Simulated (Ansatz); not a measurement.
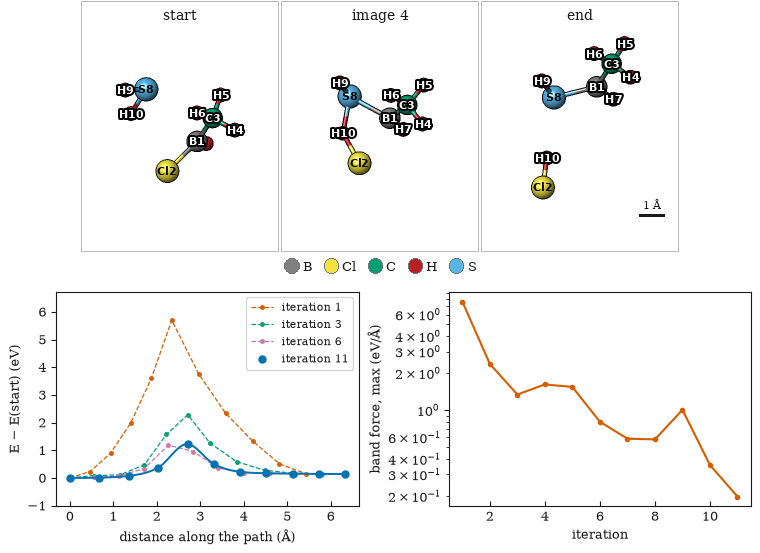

A nudged-elastic-band calculation for CH₆BClS, made up at the start of CH₄BCl and H2S. Images are numbered from 0 (start) to 10 (end). The plot follows the band through its iterations. Style: ball-and-stick. Shown from a free direction.

These are results of Ansatz, RKS BHLYP/6-31G*, not measurements. Settings: 9 movable images; climbing image; force threshold 0.2 eV/Å; iteration limit 40; starting path through a guess of the saddle point.

Question: Judge this run.

Answer: The run met only a loose threshold, so the barrier can't be trusted yet. The band converged in 11 iterations. The largest component of the band force went from 7.7 to 0.2 eV/Å. The climbing image converged on the top of the path. Its curvatures weren't checked. The force threshold is so loose that the height of the top is at best an upper bound. The first iteration put the highest image at 5.70 eV. Forward barrier 1.22 eV, backward barrier 1.08 eV, with image 4 at the top; the reaction energy is +0.14 eV.

Limits of the set-up: the start holds two separate molecules, 3.2 Å apart at their closest, whose relative position is a soft coordinate and is computed without a dispersion correction.

Cost: 5.6 min on 1 thread of Arm Neoverse V2, on a shared host, peak memory 0.17 GiB.
